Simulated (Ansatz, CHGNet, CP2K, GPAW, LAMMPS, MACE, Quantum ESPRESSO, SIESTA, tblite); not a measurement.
# Amorphous Ge (61 atoms), the geometry as built

61 atoms (61 Ge) placed at random at 5.25 g/cm³, melted at 3500 K for 10 ps at fixed volume with the Tersoff potential (Tersoff, Phys. Rev. B 39, 5566 (1989)). Quenched from 3500 K to 500 K at 3 K/ps and fixed volume, held 5 ps.

This is the geometry as built. Method: machine-learned interatomic potential CHGNet 0.3.0, trained on PBE(+U) plane-wave data; its forces lie 53 % r.m.s. from those of plane-wave PBE on this cell (CHGNet 0.3.0); published weights, no electronic structure; density 5.25 g/cm³.

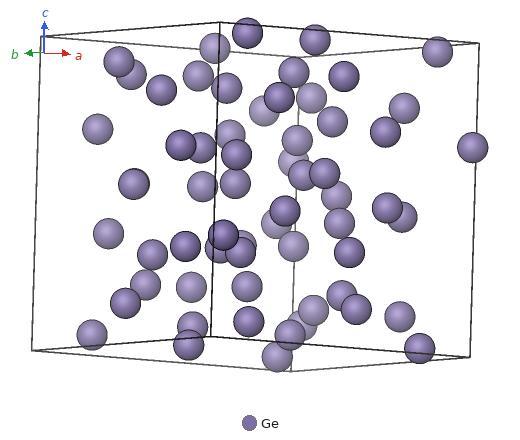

The structure (germanium purple). Some periodic images of atoms are drawn too.

Cell vectors (Å):

```
11.188 0.000 0.000
0.000 11.188 0.000
0.000 0.000 11.188
```

Positions (Å):

```
1 Ge 5.874 6.357 2.452
2 Ge 0.627 6.305 1.507
3 Ge 8.071 0.913 5.154
4 Ge 2.570 5.100 0.094
5 Ge 5.061 8.141 6.039
6 Ge 4.035 5.430 3.666
7 Ge 4.782 5.696 6.022
8 Ge 11.030 11.169 7.457
9 Ge 8.199 4.700 8.400
10 Ge 3.678 2.990 0.907
11 Ge 10.487 3.549 8.982
12 Ge 5.832 2.485 11.059
13 Ge 0.700 7.261 10.154
14 Ge 2.138 6.898 3.361
15 Ge 0.082 2.332 6.918
16 Ge 2.713 10.530 4.315
17 Ge 2.854 5.119 7.139
18 Ge 3.309 3.098 3.352
19 Ge 7.547 1.910 1.548
20 Ge 8.424 7.192 7.864
21 Ge 5.805 9.744 2.577
22 Ge 4.709 8.103 9.954
23 Ge 1.090 5.114 9.073
24 Ge 8.684 4.773 4.822
25 Ge 2.019 10.367 0.654
26 Ge 3.432 1.134 8.788
27 Ge 5.650 0.347 9.646
28 Ge 6.761 4.311 6.384
29 Ge 2.242 1.507 11.016
30 Ge 6.761 8.092 4.048
31 Ge 10.015 8.174 1.966
32 Ge 9.917 2.667 5.028
33 Ge 8.445 4.141 2.199
34 Ge 1.272 6.953 5.815
35 Ge 2.696 8.984 6.026
36 Ge 2.013 10.383 7.980
37 Ge 0.660 2.697 3.371
38 Ge 9.954 10.559 5.161
39 Ge 6.562 8.703 7.996
40 Ge 4.063 1.485 4.802
41 Ge 4.097 7.107 0.935
42 Ge 8.339 7.924 0.190
43 Ge 11.014 10.335 1.593
44 Ge 6.047 1.956 6.294
45 Ge 6.437 0.822 3.454
46 Ge 10.973 2.275 10.961
47 Ge 0.521 0.143 3.649
48 Ge 6.432 9.625 11.122
49 Ge 9.741 8.294 9.510
50 Ge 7.341 0.104 7.769
51 Ge 9.385 10.705 9.141
52 Ge 3.370 9.075 2.468
53 Ge 10.815 3.924 1.596
54 Ge 9.375 0.526 0.218
55 Ge 7.386 5.772 0.804
56 Ge 9.797 6.627 5.940
57 Ge 2.668 2.592 6.763
58 Ge 4.272 5.664 9.381
59 Ge 9.222 8.395 4.201
60 Ge 2.410 8.964 9.893
61 Ge 6.394 4.571 10.029
```

Q: Give the force on every atom.

Columns: atom, fx, fy, fz (forces in eV/Å).

```
1 -0.173 0.411 0.757
2 -0.339 0.110 -0.119
3 0.459 0.041 0.357
4 0.196 -0.085 -0.090
5 0.314 0.215 0.016
6 -0.161 -0.499 0.335
7 1.053 0.298 -0.435
8 -0.307 -0.095 -0.359
9 0.166 -0.040 0.037
10 0.350 0.563 0.546
11 -0.710 -0.003 -0.547
12 0.173 -0.616 -0.005
13 -0.097 -0.108 0.230
14 -0.319 0.266 0.179
15 0.665 0.214 0.622
16 0.160 0.953 -0.539
17 -1.222 -0.205 0.565
18 -0.731 0.767 -0.809
19 0.209 -0.014 -0.242
20 -0.158 -0.590 -0.246
21 0.047 0.296 -0.634
22 0.382 0.093 -0.371
23 0.442 0.242 -0.054
24 -0.326 -0.219 -0.533
25 0.579 0.029 0.010
26 -0.148 0.140 -0.243
27 -0.006 0.192 0.060
28 0.195 -0.060 -0.106
29 -0.799 -0.510 -0.562
30 -0.029 -0.050 0.327
31 0.215 -0.474 -0.171
32 -0.385 0.285 -0.421
33 0.237 -0.246 0.788
34 -0.107 -0.229 0.135
35 0.052 -0.752 1.023
36 0.576 -0.084 -0.091
37 0.429 -0.237 0.331
38 0.211 -0.427 0.404
39 -0.524 0.304 -0.069
40 0.480 -1.032 0.733
41 -0.216 -0.182 -0.094
42 -0.466 0.148 0.379
43 -0.510 0.091 -0.432
44 -0.107 0.025 0.339
45 -0.758 -0.049 -0.384
46 0.443 -0.004 0.106
47 -0.055 0.573 0.184
48 -0.041 0.033 0.503
49 0.635 0.187 -0.171
50 -0.195 -0.141 -0.025
51 -0.150 0.132 0.125
52 -0.074 0.036 -0.207
53 0.003 0.407 -0.275
54 -0.265 -0.077 0.331
55 0.533 -0.278 -1.235
56 0.670 0.327 -0.323
57 -0.127 -0.063 0.115
58 -0.089 -0.107 -0.267
59 -0.261 -0.166 0.658
60 -0.071 -0.044 -0.047
61 0.049 0.309 -0.087
```

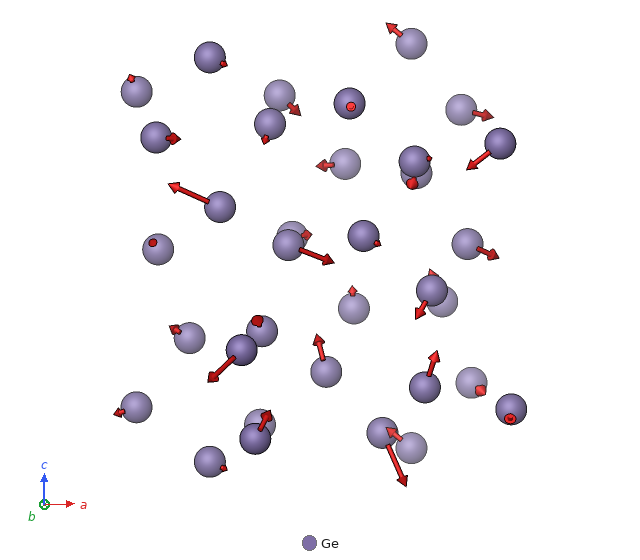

The forces as arrows, the longest 1.37 eV/Å. Drawn is a slice 6 Å thick, seen along the normal of the ac plane.

The quench rate of 3 K/ps is many orders above laboratory rates, so the cell is likely richer in defects and strain than a real sample. The network of bonds at the start is that of the classical potential that made the cell, and needn't be the one that DFT or experiment would give.

The r.m.s. force component is 0.396 eV/Å; the longest force, 1.37 eV/Å, acts on Ge55.

[Logs are printed without paths, hosts, clocks, repeated set-up lines and the standing remarks that a program may print on its own settings, such as how far it seeks lower states.]

[Hosts, paths, dates, database ids (printed as entryN), source tags and the programs' standing remarks are cut or masked in the printed files.]
